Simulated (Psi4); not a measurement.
# UBHLYP/6-31G(d) (spherical functions) run of CH4ClGeO (SMILES [CH3][Ge]([OH])[Cl])

Aim: the vertical ionisation energy of CH4ClGeO at UBHLYP/6-31G* (spherical functions), from 2 runs. 

Program for the calculation: Psi4 1.11.

1 further run of the same task is left out (set aside as unsound or not needed). Runs told in other sessions of the task aren't counted.

### 1 Starting point

The species is CH4ClGeO (8 atoms), meant as a doublet with charge 0. As SMILES, `[CH3][Ge]([OH])[Cl]`. Geometry: relaxed at PBE0-D4/def2-TZVP. This is one conformer, not always the lowest.

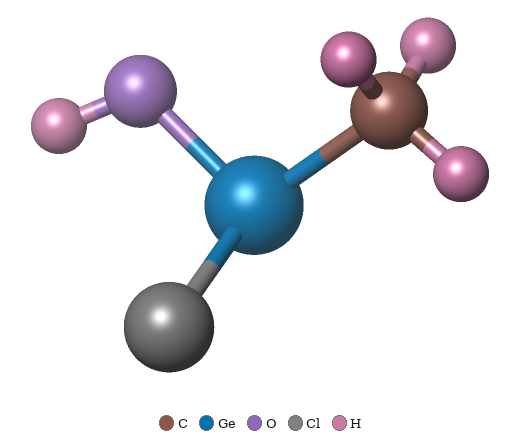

The structure, seen from a chosen angle (carbon brown, germanium blue, oxygen purple, chlorine grey, hydrogen pink).

### 2 The energy at UBHLYP/6-31G(d) (spherical functions)

The input, input.json:

```json
{
  "schema_name": "qcschema_input",
  "schema_version": 1,
  "molecule": {
    "schema_name": "qcschema_molecule",
    "schema_version": 2,
    "symbols": ["C", "Ge", "O", "Cl", "H", "H", "H", "H"],
    "geometry": [0.13228083, 2.33400074, -0.08673843, -1.25005383, -1.04596341, 0.51532831, 1.35039829, -2.84328193, 1.66295899, -2.35667745, -2.70627678, -3.09801701, 0.79274011, 3.12258345, 1.69716303, 1.71379262, 2.12140655, -1.39386199, -1.31298171, 3.54550416, -0.90876929, 1.10473389, -4.63587613, 1.50630069],
    "molecular_charge": 0,
    "molecular_multiplicity": 2,
    "fix_symmetry": "c1",
    "fix_com": true,
    "fix_orientation": true
  },
  "driver": "energy",
  "model": {
    "method": "bhhlyp",
    "basis": "6-31G*"
  },
  "keywords": {
    "reference": "uks",
    "puream": true,
    "e_convergence": 1e-09,
    "d_convergence": 1e-08,
    "scf_type": "pk",
    "dft_radial_points": 99,
    "dft_spherical_points": 590,
    "maxiter": 100,
    "scf_properties": ["MULLIKEN_CHARGES", "DIPOLE", "MAYER_INDICES"]
  }
}
```

Command:

```bash
$ psi4 --qcschema input.json -n 1 --memory 2200MB
```

stdout:

```text
[...]
  Running in c1 symmetry.
[...]
  Nuclear repulsion =  363.285753823170523
[...]
  Multiplicity = 2
[...]
  Nalpha       = 34
  Nbeta        = 33
[...]
    Number of basis functions: 86
[...]
   @UKS iter   1: -2651.31380353025588   -2.81377e+00   2.98501e-02 ADIIS/DIIS
[...]
   @UKS iter  15: -2652.58272592471030   -2.72848e-12   5.05762e-09 DIIS
[...]
   @S^2 Observed:                7.543931630E-01
[...]
  @UKS Final Energy: -2652.58272592471030
   => Energetics <=
    Nuclear Repulsion Energy =            363.2857538231705234
    One-Electron Energy =               -4411.3391090588129373
    Two-Electron Energy =                1458.3546119630047997
    DFT Exchange-Correlation Energy =     -62.8839826520725538
    Empirical Dispersion Energy =           0.0000000000000000
    VV10 Nonlocal Energy =                  0.0000000000000000
    Total Energy =                      -2652.5827259247098482
  UHF NO Occupations:
  HONO-2 :   32  A 1.9993375
  HONO-1 :   33  A 1.9989121
[...]
 Multipole Moments:
 ------------------------------------------------------------------------------------
     Multipole            Electronic (a.u.)      Nuclear  (a.u.)        Total (a.u.)
 ------------------------------------------------------------------------------------
 L = 1.  Multiply by 2.5417464519 to convert [e a0] to [Debye]
 Dipole X            :         66.1659471          -66.1700830           -0.0041359
 Dipole Y            :         84.4614221          -84.0661674            0.3952548
 Dipole Z            :         23.0156174          -22.4917095            0.5239079
 Magnitude           :                                                    0.6562948
[...]
  Mulliken Charges: (a.u.)
   Center  Symbol    Alpha    Beta     Spin     Total
       1     C     3.37957  3.22373  0.15584 -0.60330
       2    GE    16.05362 15.38919  0.66443  0.55719
       3     O     4.42196  4.31706  0.10489 -0.73902
       4    CL     8.67645  8.59263  0.08382 -0.26907
       5     H     0.39606  0.40400 -0.00793  0.19994
       6     H     0.40158  0.38879  0.01279  0.20963
       7     H     0.39712  0.40504 -0.00791  0.19784
       8     H     0.27363  0.27956 -0.00593  0.44681
   Total alpha = 34.00000, Total beta = 33.00000, Total charge =  0.00000
[...]
```

The result, in JSON:

```text
{
 "driver": "energy",
 "model": {
  "method": "bhhlyp",
  "basis": "6-31G*"
 },
 "success": true,
 "return_result": -2652.5827259247103,
 "properties": {
  "calcinfo_nbasis": 86,
  "calcinfo_nmo": 86,
  "calcinfo_nalpha": 34,
  "calcinfo_nbeta": 33,
  "calcinfo_natom": 8,
  "nuclear_repulsion_energy": 363.2857538231705,
  "return_energy": -2652.5827259247103,
  "scf_one_electron_energy": -4411.339109058813,
  "scf_two_electron_energy": 1458.3546119630048,
  "scf_xc_energy": -62.883982652072554,
  "scf_dipole_moment": [-0.004135862817634006, 0.3952547644962152, 0.5239078869045848],
  "scf_total_energy": -2652.5827259247103,
  "scf_iterations": 15
 }
}
```

Wall time 17 s (1 thread of Intel Xeon 6975P-C (Granite Rapids), shared host); peak memory 1.2 GiB.

### 3 The singlet cation at the same level

The input, calc.inp:

```
memory 2200 mb

molecule {
  1 1
  C
  Ge 1 r2
  O 2 r3 1 a3
  Cl 2 r4 3 a4 1 d4
  H 1 r5 2 a5 3 d5
  H 1 r6 5 a6 2 d6
  H 1 r7 5 a7 6 d7
  H 3 r8 2 a8 1 d8

  r2 = 1.958491
  r3 = 1.779622
  a3 = 104.76059
  r4 = 2.18426
  a4 = 106.92189
  d4 = 115.56571
  r5 = 1.089691
  a5 = 109.18388
  d5 = -62.43092
  r6 = 1.091562
  a6 = 110.03044
  d6 = -117.36541
  r7 = 1.088647
  a7 = 110.24031
  d7 = -121.80775
  r8 = 0.961049
  a8 = 113.17139
  d8 = -160.4348
  symmetry c1
}

set {
  basis 6-31G*
  reference rks
  puream true
  e_convergence 1e-09
  d_convergence 1e-08
  scf_type pk
  dft_radial_points 99
  dft_spherical_points 590
}

energy_value, wavefunction = energy('bhhlyp', return_wfn=True)
oeprop(wavefunction, 'QUADRUPOLE', 'WIBERG_LOWDIN_INDICES', 'LOWDIN_CHARGES')
```

Command:

```bash
$ psi4 -i calc.inp -o calc.out -n 1
```

calc.out:

```text
[...]
  Running in c1 symmetry.
[...]
  Nuclear repulsion =  363.285780138025075
[...]
  Multiplicity = 1
[...]
  Nalpha       = 33
  Nbeta        = 33
[...]
    Number of basis functions: 86
[...]
   @RKS iter   1: -2651.11837452885129   -2.61834e+00   2.93672e-02 DIIS/ADIIS
[...]
   @RKS iter  14: -2652.26909478423750   -2.72848e-12   4.36446e-09 DIIS
[...]
    Orbital Energies [Eh]
    ---------------------
    Doubly Occupied:
       1A   -401.546000     2A   -103.008048     3A    -51.029904
       4A    -45.390592     5A    -45.388258     6A    -45.387325
       7A    -19.947331     8A    -10.830527     9A    -10.097641
      10A     -7.748620    11A     -7.742576    12A     -7.741667
      13A     -6.930405    14A     -5.030420    15A     -5.024657
      16A     -5.021925    17A     -1.700973    18A     -1.699178
      19A     -1.696912    20A     -1.693021    21A     -1.691140
      22A     -1.358851    23A     -1.138923    24A     -1.035803
      25A     -0.850763    26A     -0.755484    27A     -0.709354
      28A     -0.700804    29A     -0.659820    30A     -0.642423
      31A     -0.622290    32A     -0.590231    33A     -0.584539
[...]
  @RKS Final Energy: -2652.26909478423750
   => Energetics <=
    Nuclear Repulsion Energy =            363.2857801380250748
    One-Electron Energy =               -4394.6111354104405109
    Two-Electron Energy =                1441.7522858720665226
    DFT Exchange-Correlation Energy =     -62.6960253838889017
    Empirical Dispersion Energy =           0.0000000000000000
    VV10 Nonlocal Energy =                  0.0000000000000000
    Total Energy =                      -2652.2690947842374953
[...]
 Multipole Moments:
 ------------------------------------------------------------------------------------
     Multipole            Electronic (a.u.)      Nuclear  (a.u.)        Total (a.u.)
 ------------------------------------------------------------------------------------
 L = 1.  Multiply by 2.5417464519 to convert [e a0] to [Debye]
 Dipole X            :          2.6291441           -1.6435446            0.9855995
 Dipole Y            :          2.6720406           -2.5595423            0.1124983
 Dipole Z            :          5.2686458           -5.7336452           -0.4649994
 Magnitude           :                                                    1.0955760
 L = 2.  Multiply by 1.3450342976 to convert [e a0^2] to [Debye ang]
 Quadrupole XX       :       -191.7430174          165.9564712          -25.7865463
 Quadrupole XY       :         98.1532197          -96.8641791            1.2890406
[...]
```

It took 11 s on 1 thread of Intel Xeon 6975P-C (Granite Rapids), shared host; peak memory 1.2 GiB.

### 4 Results

At UBHLYP/6-31G* (spherical functions):

| quantity | value |
| --- | --- |
| doublet CH4ClGeO: total energy | -2652.58273 Eh |
| doublet CH4ClGeO: dipole moment | 1.67 D |
| doublet CH4ClGeO: HOMO energy (highest over α and β) | -7.30 eV |
| doublet CH4ClGeO: LUMO energy (lowest over α and β) | -2.22 eV |
| doublet CH4ClGeO: ⟨S²⟩ | 0.754 |
| singlet cation: total energy | -2652.26909 Eh |
| singlet cation: HOMO energy | -15.91 eV |
| singlet cation: LUMO energy | -9.72 eV |
| singlet cation: HOMO–LUMO gap | 6.19 eV |
| vertical ionisation energy (to the singlet cation) | 8.534 eV |

The vertical ionisation energy comes to 8.53 eV (823 kJ/mol). Mulliken charges (doublet CH4ClGeO) run from -0.74 on O3 to +0.56 on Ge2; they depend strongly on the basis.
